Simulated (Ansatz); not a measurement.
```
CELL_PARAMETERS angstrom
4.87197 0.00000 0.00000
-2.43598 4.21925 0.00000
0.00000 0.00000 3.60674
ATOMIC_POSITIONS crystal
Na 0.33333 0.66667 0.25000
Na 0.66667 0.33333 0.75000
H 0.92092 0.84184 0.25000
H 0.07908 0.92092 0.75000
H 0.15816 0.07908 0.25000
H 0.07908 0.15816 0.75000
H 0.92092 0.07908 0.25000
H 0.84184 0.92092 0.75000
```

Space group P6₃/mmc; started from the Ni3Sn (D0_19)_194 prototype, which need not be the ambient phase.

These are results of Ansatz, DFT PBE, scalar-relativistic, plane waves, PAW, not measurements.

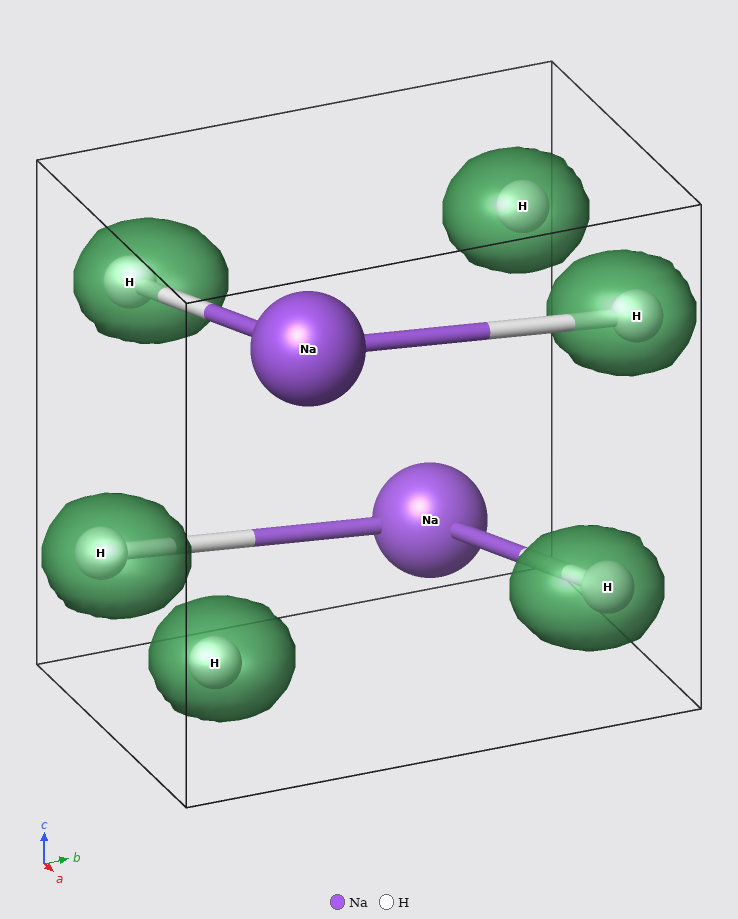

NaH₃. Isosurface of the ELF at 0.9 (green), seen slightly off an axis. Only the valence region is drawn (cores and ρ < 0.01 e/Å³ removed). Sticks mark near contacts.

Core electrons are frozen (PAW), and the valence fields are smoothed inside the atomic spheres.

> Where are the electrons localised?

The surface consists of six regions around hydrogen nuclei, counted in one cell of 8 atoms. Regions shared between cells count once. Profiles from the grid: Na–H (2.55 Å): the ELF climbs to about 1 towards the hydrogen.
